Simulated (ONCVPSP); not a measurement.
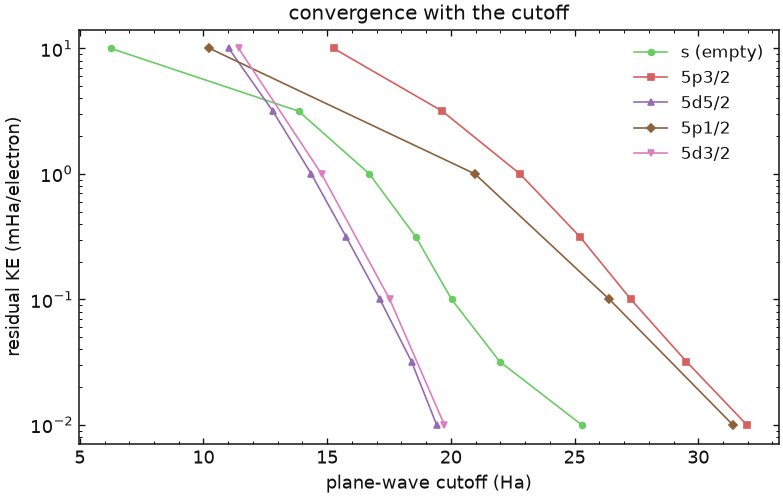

Residual kinetic energy of the pseudo-waves (the first of each channel, and further valence shells) beyond the plane-wave cutoff, as the generator prints it.

- Element: Re
- Generator: ONCVPSP 4.0.1
- Type: optimised norm-conserving Vanderbilt (ONCV)
- Functional: PBE
- Relativity: fully relativistic
- Frozen core: [Kr] 4d10 4f14 5s2
- Valence charge: 13
- Reference configuration: 5p6 5d5 (charge +2)
- Partial waves: s scattering state at 0.07 Ha: rc 2.55 bohr, ncon 4, nbas 7, qcut 2 1/bohr, 1 projector; 5p: rc 1.60 bohr, ncon 4, nbas 8, qcut 7.9 1/bohr, 1 projector; 5d: rc 2.40 bohr, ncon 3, nbas 7, qcut 7 1/bohr, 2 projectors, debl 1.3 Ha
- Local potential: polynomial inside 1.05 bohr (lpopt 3, dvloc0 1 Ha)
- Core correction: none

In the s channel the program set the typed energies aside and used 0.050 Ha.

**Which cutoffs does the potential need for its occupied states?**

23 Ha for 1 mHa and 27 Ha for 0.1 mHa per electron. The first is set by 5p3/2.

**At which cutoff does each wave reach 1 mHa per electron?**

5p3/2: 23 Ha; 5p1/2: 21 Ha; s (empty): 17 Ha; 5d3/2: 15 Ha; 5d5/2: 14 Ha.

The potential isn't sound: its ghost test gives GHOST(-) flagged for s at -180.3 eV; GHOST(+) flagged for s at 20.2 eV, d3/2 at 108.5 eV (flags above 300 eV left out).
